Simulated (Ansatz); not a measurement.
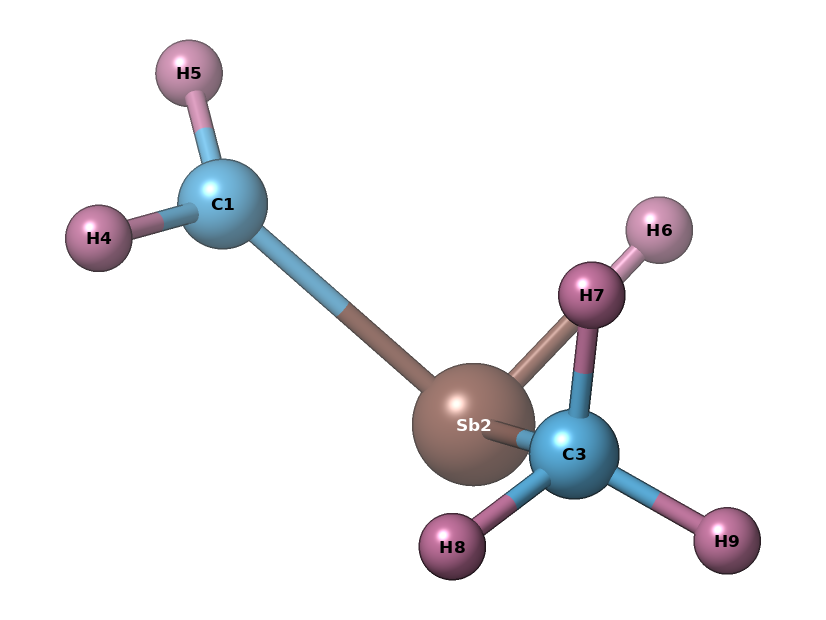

Sb2 lies behind C3. The molecule seen a little off the C3–Sb2 bond, C3 in front. Distant atoms are faded towards the background colour. Charge 0, doublet. Computed geometry: PBE0-D4/def2-TZVP optimisation.

**What is the torsion angle H7–C3–Sb2–C1? The sign is positive where the front bond must turn clockwise to cover the back bond.**

−48°, synclinal (gauche).
